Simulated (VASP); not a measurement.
Band structure of CdI2 (1T layered). Method: LDA (Ceperley-Alder, Perdew-Zunger), VASP's LDA PAW potentials (set 64) (plane waves; VASP).

Unless said otherwise, spin-orbit coupling is left out, though it shifts the bands of the heavy elements here.

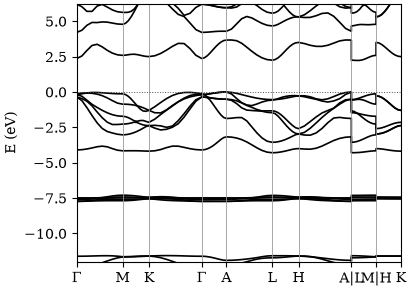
*Bands along high-symmetry lines, zero at the valence-band maximum or, without a gap, the Fermi level*

**Question.** Read the plot: is there a gap, and where are the band edges?

**Answer.** The gap is indirect, 2.23 eV, from the valence maximum at A to the conduction minimum at L-M at 0.22. (Edges off the drawn lines would not show.)

The compound is CdI2 in the 1T layered structure. It was relaxed first, which changed the volume by -5 %.
